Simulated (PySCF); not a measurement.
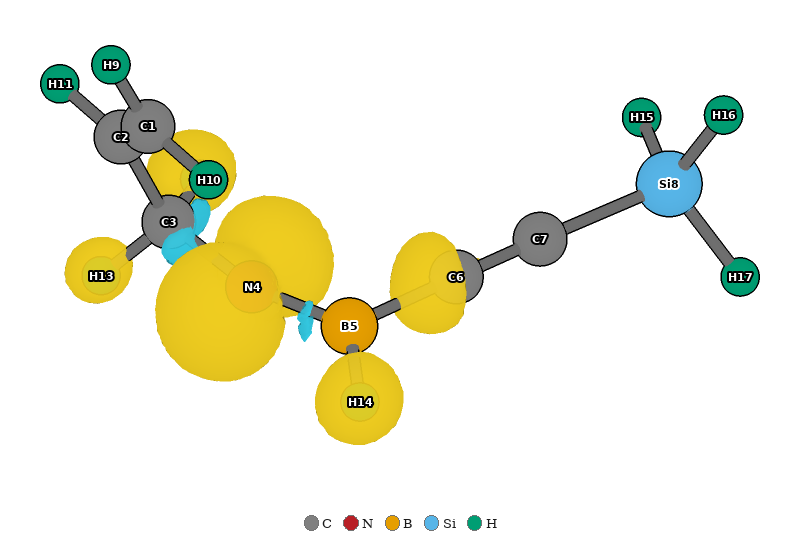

*C5H9BNSi (doublet). Isosurfaces of the spin density at +0.03 (yellow) and −0.03 e/Å³ (cyan), seen at a tilt.*

Geometry: GFN2-xTB.

Computed with UKS B3LYP, pcH-1 on B C H N Si, non-relativistic, mean-field spin-orbit, GIAO in PySCF.

```
atom    x (Å)    y (Å)    z (Å)
   C  -3.0072   0.5876   0.7962
   C  -2.8135   0.2164  -0.4549
   C  -1.7564  -0.7578  -0.9057
   N  -0.8972  -1.1984   0.0775
   B   0.1486  -1.3259   0.8698
   C   1.4383  -0.5187   0.6337
   C   2.4572   0.1031   0.4384
  Si   4.0290   1.0295   0.1529
   H  -3.7822   1.2815   1.0731
   H  -2.3889   0.2041   1.5910
   H  -3.4355   0.5958  -1.2550
   H  -1.1768  -0.2879  -1.7239
   H  -2.2573  -1.6271  -1.3699
   H   0.1592  -2.0819   1.7762
   H   4.0152   1.5643  -1.2130
   H   4.1082   2.1239   1.1249
   H   5.1524   0.1035   0.3271
```

Describe the spin distribution.

Answer. The unpaired spin (1 electron) lies mostly on N4 (about 0.7), in electrons by Hirshfeld's partition.
